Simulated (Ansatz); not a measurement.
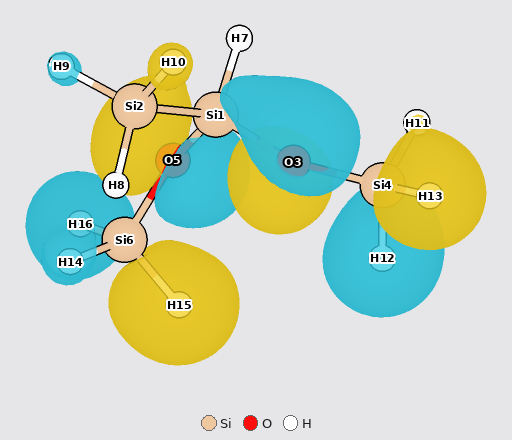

The picture shows: H10O2Si4. The HOMO−1 at ±0.06 Å⁻³ᐟ² (yellow and cyan are the two phases), seen at an oblique angle.

Method: DFT PBE, Gaussian basis def2-SVP in Ansatz.

```xyz
16

Si    0.1371    0.3240   -0.8434
Si   -0.3818    2.5492   -0.2636
O     1.4199   -0.1243    0.1347
Si    2.5812   -1.3209    0.3369
O    -1.1748   -0.6853   -0.5971
Si   -2.3396   -1.1428    0.5205
H     0.5238    0.1453   -2.2857
H    -0.7144    2.6412    1.2022
H    -1.5636    3.0435   -1.0562
H     0.7951    3.4443   -0.5491
H     2.9785   -1.9024   -0.9947
H     2.0443   -2.4179    1.2145
H     3.7803   -0.7015    0.9930
H    -2.8310    0.0552    1.2906
H    -1.7708   -2.1475    1.4843
H    -3.4843   -1.7601   -0.2278
```

> What is the character of this orbital?

It lies mainly on O5 (about 25 %), O3 (about 25 %), Si4 (about 10 %), Si6 (about 10 %), H15 (about 10 %) and H12 (about 5 %). Its energy is −7.28 eV.
